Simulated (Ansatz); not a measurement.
## Electronic structure of Y$_{3}$Si$_{2}$F in real space

The calculation's input:

```
crystal:
  lattice:
    - [7.4593594607, 0.0, 0.0]
    - [-3.7296797304, 6.459994789, 0.0]
    - [0.0, 0.0, 3.7703925546]
  atoms:
    - { symbol: "Y", position: [0.5, 0.0, 0.5] }
    - { symbol: "Y", position: [0.5, 0.5, 0.5] }
    - { symbol: "Y", position: [0.0, 0.5, 0.5] }
    - { symbol: Si, position: [0.3333333333, 0.6666666667, 0.0] }
    - { symbol: Si, position: [0.6666666667, 0.3333333333, 0.0] }
    - { symbol: F, position: [0.0, 0.0, 0.0] }
basis:
  ecutwfc: 420
kpoints:
  mp_grid: { grid: [6, 6, 10] }
hamiltonian:
  xc: pbe
scf:
  occupations: { method: gaussian, width: 0.01 }
output:
  forces: true
  stress: true
  eigenvalues: true
  write_density: true
  write_potential: true
  elf: true
  volumetric_format: npy
relax:
  adjacent_minimum: "off"
  f_tol: 0.01
  max_steps: 80
  cell: { stress_tol: 0.05 }
```

Launched as:

```sh
ansatz run input.yaml --threads 1 --pin off --max-ram 2048MiB --backend cpu --events-out ev --progress --plain --runs-dir out
```

Below, planes, directions and counts refer to the conventional cell (a = 7.44 Å, b = 7.44 Å, c = 3.76 Å, α = 90.00°, β = 90.00°, γ = 120.00°).

The fields are those of the relaxed geometry.

Space group P6/mmm; a structure generated by program, which may or may not match a known phase.

Theory: Ansatz, DFT PBE, scalar-relativistic, plane waves, PAW.

Core electrons are frozen (PAW), and the valence fields are smoothed inside the atomic spheres.

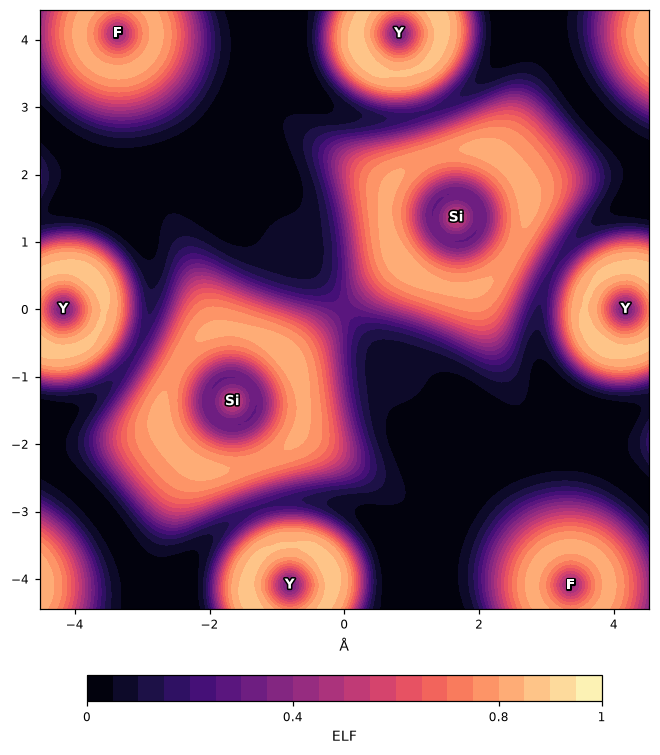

Figure 1. ELF on the (111) plane of the conventional cell.

Q: Read the bonding off the picture.

A: Atoms in the plane: Y, Si and F.
Y–Si (2.86 Å): the ELF peaks at about 0.80 in the valence shell of Si, 1.0 Å from its nucleus, and is about 0.35 at the midpoint.
The features right at Y lie inside the PAW spheres, where the map follows smoothed inner orbitals and isn't to be read closely.

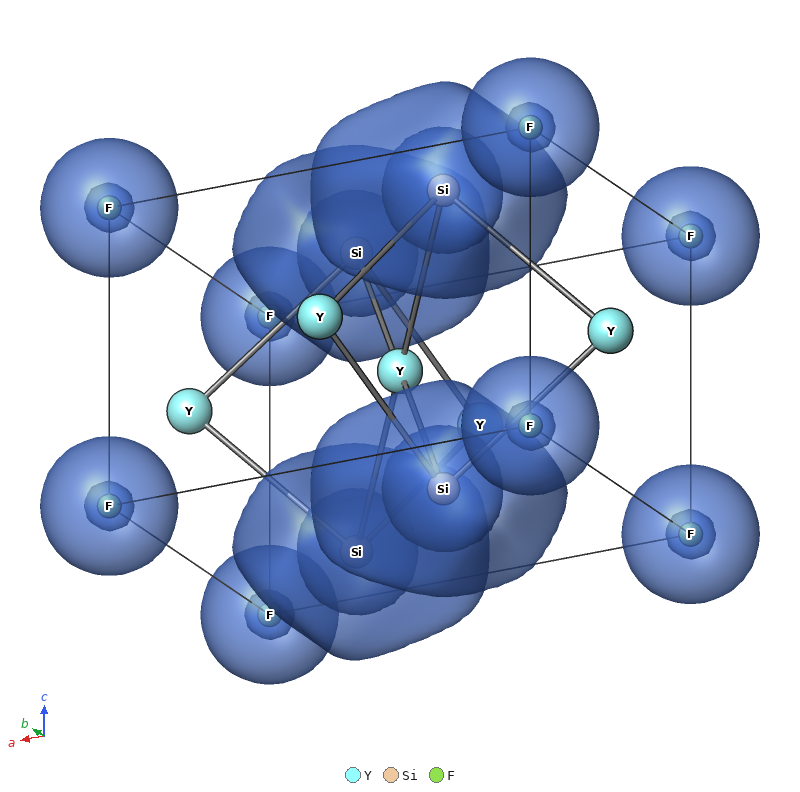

Figure 2. Isosurface of the ELF at 0.7 (blue), seen at an oblique angle. Only the valence region is drawn (cores and ρ < 0.01 e/Å³ removed). Sticks mark near contacts.

Q: What do the ELF domains correspond to?

A: The ELF exceeds this value in one region wrapped around F (its valence shell) and two regions wrapped around Si (the valence shell of each), counted in one cell of 6 atoms. Regions shared between cells count once.


 F–F (3.76 Å): the ELF is about 0 at the midpoint (no shared electron pair shows on this line).
